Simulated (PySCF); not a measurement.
# C4H4F3NO: a tour of settings, part 2 of 2

PySCF 2.14.0. Atoms count from 0. The steps go on from the part before.

## 5. Spin-spin couplings: CAM-B3LYP/3-21G

What the job is given:

```
{"job": {"kind": "j", "xc": "CAM-B3LYP", "basis": "3-21G", "scf": {"level_shift": 0.2}}, "charge": 0, "multiplicity": 1}
O     -2.770809    -0.601599     0.211566
C     -1.642248    -0.963113     0.041660
N     -0.701970    -0.254800    -0.639231
C     -0.341441     1.123328    -0.704271
C      0.671255     0.055725    -0.447337
C      1.267032    -0.086185     0.937286
F      0.429157     0.297540     1.904581
F      2.381605     0.647408     1.064757
F      1.611476    -1.355762     1.198791
H     -1.261693    -1.961137     0.326470
H     -0.640183     1.765473     0.116376
H     -0.373101     1.584047    -1.682851
H      1.366532    -0.250438    -1.224116
```

Method: CAM-B3LYP/3-21G indirect spin-spin coupling, non-relativistic, gas phase.

Standard output:

```text
final grid: 123336 points
cycle   1  E = -580.4714943489  dE =  2.022e+00  |g| = 1.343e+00  |ddm| = 3.754e+00
cycle   2  E = -580.5188811603  dE = -4.739e-02  |g| = 1.478e+00  |ddm| = 2.509e+00
cycle   3  E = -580.8563595311  dE = -3.375e-01  |g| = 2.715e-01  |ddm| = 9.764e-01
cycle   4  E = -580.8705162866  dE = -1.416e-02  |g| = 6.477e-02  |ddm| = 2.615e-01
cycle   5  E = -580.8714150858  dE = -8.988e-04  |g| = 1.315e-02  |ddm| = 9.200e-02
cycle   6  E = -580.8714544552  dE = -3.937e-05  |g| = 5.349e-03  |ddm| = 1.981e-02
cycle   7  E = -580.8714628808  dE = -8.426e-06  |g| = 1.260e-03  |ddm| = 8.234e-03
cycle   8  E = -580.8714638452  dE = -9.643e-07  |g| = 6.456e-04  |ddm| = 3.595e-03
cycle   9  E = -580.8714640590  dE = -2.139e-07  |g| = 2.427e-04  |ddm| = 1.734e-03
cycle  10  E = -580.8714640993  dE = -4.023e-08  |g| = 9.343e-05  |ddm| = 8.246e-04
cycle  11  E = -580.8714641072  dE = -7.948e-09  |g| = 3.302e-05  |ddm| = 3.340e-04
cycle  12  E = -580.8714641087  dE = -1.538e-09  |g| = 1.801e-05  |ddm| = 1.332e-04
cycle  13  E = -580.8714641091  dE = -3.386e-10  |g| = 8.860e-06  |ddm| = 5.301e-05
level shift removed, Fock matrix diagonalised once more
converged SCF energy = -580.8714641091

Indirect spin-spin couplings (Hz)
  i      j    bonds     total        FC       PSO       DSO        SD
  0 O    6 F    5     -0.989    -0.458    -0.287    -0.010    -0.234
  0 O    7 F    5     -0.623    -0.479    -0.291     0.141     0.007
  0 O    9 H    2     -2.060    -4.335     1.955     0.320         -
  0 O   10 H    4     -0.223    -0.361     0.169    -0.032         -
  0 O   11 H    4     -0.266    -0.568     0.185     0.117         -
  0 O   12 H    4     -0.310    -0.654     0.125     0.219         -
  1 C    6 F    4     -0.318    -0.450    -0.067     0.301    -0.102
  1 C    7 F    4     -0.957    -0.800     0.101    -0.230    -0.028
  1 C    8 F    4      0.447     0.244     0.173     0.151    -0.121
  1 C    9 H    1    139.796   138.564    -0.148     1.380         -
  1 C   10 H    3      1.890     2.012    -0.124     0.003         -
  1 C   11 H    3      0.340     0.690     0.019    -0.370         -
  1 C   12 H    3      0.098     0.374     0.026    -0.303         -
  2 N    6 F    3      0.774     0.617     0.135    -0.076     0.099
  2 N    7 F    3      0.753     0.979     0.333     0.107    -0.667
  2 N    8 F    3      1.146     0.766     0.367    -0.020     0.033
  2 N    9 H    2    -15.033   -15.357     0.350    -0.026         -
  2 N   10 H    2      1.084     1.117    -0.071     0.038         -
  2 N   11 H    2     -1.628    -1.497    -0.177     0.046         -
  2 N   12 H    2     -1.698    -1.507    -0.209     0.019         -
  3 C    6 F    3      0.669     0.899    -0.267     0.174    -0.137
  3 C    7 F    3     -0.865    -0.784    -0.112    -0.024     0.054
  3 C    8 F    3      3.400     3.214     0.186    -0.304     0.305
  3 C    9 H    3      4.495     4.907     0.062    -0.474         -
  3 C   10 H    1    125.615   124.066     0.420     1.129         -
  3 C   11 H    1    127.283   125.819     0.434     1.030         -
  3 C   12 H    2     -2.349    -2.411     0.260    -0.197         -
  4 C    6 F    2     26.639    27.194    -1.806     0.214     1.037
  4 C    7 F    2     31.419    32.013    -1.387     0.245     0.548
  4 C    8 F    2     28.043    27.804    -1.079     0.244     1.074
  4 C    9 H    3     -0.326    -0.311    -0.064     0.049         -
  4 C   10 H    2     -2.585    -2.687     0.175    -0.072         -
  4 C   11 H    2     -2.168    -2.268     0.226    -0.126         -
  4 C   12 H    1    129.531   127.669     0.428     1.435         -
  5 C    6 F    1   -287.926  -271.873   -23.816     1.780     5.984
  5 C    7 F    1   -292.958  -277.917   -22.972     1.718     6.212
  5 C    8 F    1   -291.862  -277.280   -22.541     1.733     6.226
  5 C    9 H    4      0.516     0.316    -0.065     0.264         -
  5 C   10 H    3      1.858     1.637    -0.094     0.315         -
  5 C   11 H    3      0.722     0.776     0.158    -0.213         -
  5 C   12 H    2      1.462     1.124    -0.030     0.368         -
  6 F    7 F    2     96.128    56.462    -5.452     0.285    44.834
  6 F    8 F    2     83.184    55.280   -16.109     0.342    43.671
  6 F    9 H    5      1.501     1.017    -0.034     0.534    -0.015
  6 F   10 H    4      1.879     1.159    -0.874     1.707    -0.112
  6 F   12 H    3      6.748     8.001     0.582    -1.850     0.014
  7 F    8 F    2     98.443    59.887    -8.979     0.218    47.318
  7 F    9 H    5     -0.428     0.137     0.416    -0.984     0.002
  7 F   10 H    4      0.985     0.280     0.827     0.039    -0.161
  7 F   12 H    3     -2.077    -2.702     0.696     0.321    -0.392
  8 F    9 H    5      1.525     0.788    -0.508     1.245    -0.000
  8 F   10 H    4     -1.984    -1.080     0.506    -1.224    -0.185
  8 F   11 H    4      0.728     0.828     1.018    -1.408     0.290
  8 F   12 H    3     -0.735    -1.617     0.871     0.307    -0.296
  9 H   10 H    4     -1.683    -0.740     0.511    -1.454         -
  9 H   11 H    4     -1.158    -0.004     0.723    -1.877         -
  9 H   12 H    4     -0.310     0.003     0.223    -0.535         -
 10 H   11 H    2     -4.686    -3.425     1.127    -2.388         -
 10 H   12 H    3      0.040     1.446     1.033    -2.439         -
 11 H   12 H    3      2.834     2.829     0.072    -0.067         -
```

It took 16 s on 1 thread of Arm Neoverse V2, shared host; peak memory 0.58 GiB.

The basis is not made for couplings: without tight functions at the nuclei these values are rough.

A choice of the couplings up to four bonds, sorted by the number of bonds, with means over like pairs; isotopes 13C, 19F, 1H, 15N, 17O:

| pair | bonds | J (Hz) | Fermi contact (Hz) | dihedral (°) |
| --- | --- | --- | --- | --- |
| C5–F6 | 1 | -290.9 | -275.7 | – |
| C1–H9 | 1 | 139.8 | 138.6 | – |
| C4–H12 | 1 | 129.5 | 127.7 | – |
| C3–H11 | 1 | 127.3 | 125.8 | – |
| C3–H10 | 1 | 125.6 | 124.1 | – |
| F6–F7 | 2 | 92.6 | 57.2 | – |
| C4–F6 | 2 | 28.7 | 29.0 | – |
| N2–H9 | 2 | -15.0 | -15.4 | – |
| H10–H11 | 2 | -4.7 | -3.4 | – |
| C4–H10 | 2 | -2.6 | -2.7 | – |
| C3–H12 | 2 | -2.3 | -2.4 | – |
| C4–H11 | 2 | -2.2 | -2.3 | – |
| O0–H9 | 2 | -2.1 | -4.3 | – |
| N2–H12 | 2 | -1.7 | -1.5 | – |
| C3–H9 | 3 | 4.5 | 4.9 | -145 |
| H11–H12 | 3 | 2.8 | 2.8 | 0 |
| C1–H10 | 3 | 1.9 | 2.0 | 21 |
| C5–H10 | 3 | 1.9 | 1.6 | -1 |
| F6–H12 | 3 | 1.3 | 1.2 | – |
| C3–F6 | 3 | 1.1 | 1.1 | – |
| H9–H10 | 4 | -1.7 | -0.7 | – |
| H9–H11 | 4 | -1.2 | 0.0 | – |

The spin-dipole term was solved for some atoms only; pairs without it lack that part.

The response was solved for the nuclei of F, H alone, so couplings that need other nuclei can be missing.

Quadrupole couplings from the field gradients of the same density:

| atom | isotope | eQq/h (MHz) | η |
| --- | --- | --- | --- |
| O0 | 17O | 9.702 | 0.28 |
| N2 | 14N | -4.560 | 0.55 |

Shifts (PBE0/pcSseg-1, scaled to CDCl3) and these couplings together give the proton spectrum at 400 MHz below.

1H NMR δ 8.38 (t, J = 1.4 Hz, 1H), 3.01 (dq, J = 2.8, 1.3 Hz, 1H), 2.61 (dd, J = 4.7, 1.7 Hz, 1H), 2.37 (ddd, J = 4.7, 2.8, 1.2 Hz, 1H).

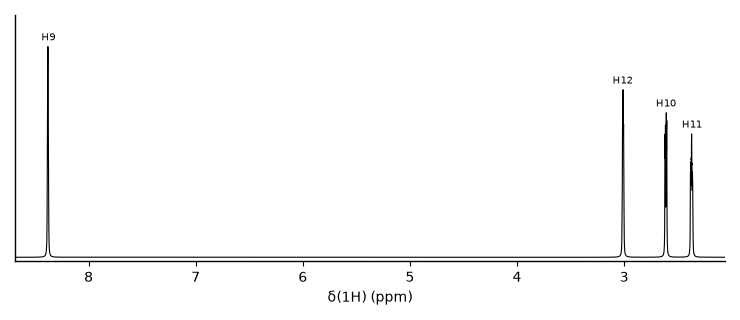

Simulated proton spectrum at 400 MHz, by exact diagonalisation of each spin system; lines 1.2 Hz wide, exchangeable protons uncoupled.

## 6. NMR shieldings: PBE0/pcSseg-1

Settings changed since step 5:

```diff
@@ -1,2 +1,2 @@
-{"job": {"kind": "j", "xc": "CAM-B3LYP", "basis": "3-21G", "scf": {"level_shift": 0.2}}, "charge": 0, "multiplicity": 1}
+{"job": {"kind": "nmr", "xc": "PBE0", "basis": "pcSseg-1", "pop": true, "scf": {"aux": "def2-universal-jkfit"}}, "charge": 0, "multiplicity": 1}
 O     -2.770809    -0.601599     0.211566
```

Level: GIAO PBE0/pcSseg-1 NMR shielding, non-relativistic, gas phase.

Standard output:

```text
final grid: 123336 points
cycle   1  E = -583.4025233554  dE =  1.871e+00  |g| = 1.176e+00  |ddm| = 3.258e+00
cycle   2  E = -582.6553339337  dE =  7.472e-01  |g| = 2.316e+00  |ddm| = 2.557e+00
cycle   3  E = -583.6336518839  dE = -9.783e-01  |g| = 3.281e-01  |ddm| = 2.066e+00
cycle   4  E = -583.6515958981  dE = -1.794e-02  |g| = 1.251e-01  |ddm| = 2.764e-01
cycle   5  E = -583.6541319121  dE = -2.536e-03  |g| = 2.470e-02  |ddm| = 7.731e-02
cycle   6  E = -583.6542458904  dE = -1.140e-04  |g| = 8.679e-03  |ddm| = 2.043e-02
cycle   7  E = -583.6542600263  dE = -1.414e-05  |g| = 2.178e-03  |ddm| = 6.066e-03
cycle   8  E = -583.6542608306  dE = -8.043e-07  |g| = 7.062e-04  |ddm| = 2.141e-03
cycle   9  E = -583.6542609311  dE = -1.006e-07  |g| = 1.643e-04  |ddm| = 7.465e-04
cycle  10  E = -583.6542609366  dE = -5.435e-09  |g| = 5.403e-05  |ddm| = 1.566e-04
cycle  11  E = -583.6542609371  dE = -5.841e-10  |g| = 1.202e-05  |ddm| = 4.964e-05
converged SCF energy = -583.6542609371

GIAO shielding tensors (ppm)
atom      isotropic    diamagn.    paramagn.     s11        s22        s33       span
  0 O     -149.537     397.151    -546.688   -506.923   -285.189    343.501    850.424
  1 C       23.900     247.493    -223.593    -77.298     57.872     91.125    168.422
  2 N      159.805     330.772    -170.967     99.696    140.380    239.339    139.644
  3 C      160.051     252.622     -92.570    121.580    159.820    198.753     77.173
  4 C      150.179     254.387    -104.208    114.380    139.891    196.265     81.885
  5 C       54.037     241.186    -187.149     49.586     55.824     56.702      7.116
  6 F      275.883     475.512    -199.629    189.460    283.773    354.417    164.956
  7 F      256.138     470.788    -214.650    164.693    260.632    343.091    178.398
  8 F      247.923     473.236    -225.313    157.789    248.214    337.767    179.978
  9 H       22.945      28.488      -5.543     18.589     23.759     26.486      7.897
 10 H       29.060      30.997      -1.937     24.148     27.973     35.060     10.912
 11 H       29.318      29.745      -0.427     23.998     24.915     39.041     15.043
 12 H       28.631      29.964      -1.333     22.820     26.282     36.792     13.972
```

Wall time 20 s (1 thread of Arm Neoverse V2, shared host); peak memory 0.75 GiB.

Key values: δ C1 163.0, C5 132.9, C4 36.7, C3 26.9, H9 8.77, H12 3.09 ppm.

## 7. Comparing the runs: electronic excitations

Excitations and ground-state properties, with basis size and wall time:

| run | lowest singlet (eV) | brightest (eV) | f | gap (eV) | α (Å³) | μ (D) | functions | time |
| --- | --- | --- | --- | --- | --- | --- | --- | --- |
| PBE0/def2-SVPD | 5.38 | 7.16 | 0.226 | 7.63 | 8.87 | 3.39 | 224 | 38 s |
| PW91/pcseg-1 | 5.28 | 6.94 | 0.182 | 5.03 | 7.79 | 3.19 | 146 | 31 s |

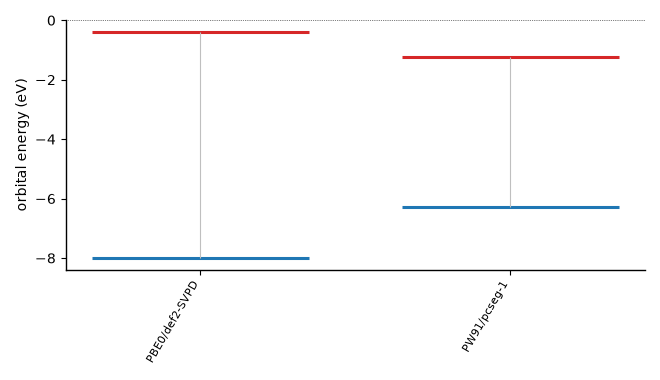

HOMO (blue) and LUMO (red) run by run.

## 8. Summary of results

What follows sums up all 2 parts.

| quantity | value |
| --- | --- |
| 13C shifts against TMS (PBE0/pcSseg-1) | 163.0, 132.9, 36.7, 26.9 ppm |
| 1H shifts against TMS (PBE0/pcSseg-1) | 8.77, 3.09, 2.66, 2.40 ppm |
| 17O shifts against H2O (PBE0/pcSseg-1) | 485.6 ppm |
| 15N shifts against NH3 (PBE0/pcSseg-1) | 107.9 ppm |
| 19F shifts against CFCl3 (PBE0/pcSseg-1, means over atoms taken as alike) | -89.0 ppm |
| lowest singlet (PBE0/def2-SVPD) | 5.38 eV (230 nm), f = 0.003 |
| brightest single state of those computed | state 2, 7.16 eV, f = 0.226 |
| lowest triplet | 4.77 eV |
| largest coupling of the table (CAM-B3LYP/3-21G) | 1J(C,F) C5–F6, -290.9 Hz |
| range of the lowest singlet | 5.28 to 5.38 eV |

Single values in the summary come from the first run of each kind that ended normally (PBE0/pcSseg-1; PBE0/def2-SVPD; CAM-B3LYP/3-21G), which need not be the best level. At PBE0/pcSseg-1: The widest tensor belongs to O0: span 850 ppm, with a paramagnetic part of -547 ppm. The first singlet state (HOMO→LUMO 0.85, HOMO−1→LUMO 0.13) lies at 5.38 eV and is weak; of the 6 states computed, the strongest absorption comes from state 2 at 7.16 eV. The lowest triplet lies 0.61 eV below the lowest singlet (triplets in Tamm-Dancoff, singlets in full TDDFT). Of the pairs tabulated at CAM-B3LYP/3-21G, C5–F6 (mean over like pairs) couples most strongly (-290.9 Hz; Fermi contact -275.7 Hz). Couplings across rotatable bonds belong to this one conformer; where others are populated, the observed values are averages. Density functionals describe couplings to fluorine poorly, F–F couplings above all, so those rows are rough. The lowest singlet runs from 5.28 eV (PW91/pcseg-1) to 5.38 eV (PBE0/def2-SVPD), while the orbital gap spans 5.03 to 7.63 eV. The lowest state need not be the same one in every run. The runs solved for a few states only, so the brightest column depends on that window. Couplings from bases without tight functions are rough.
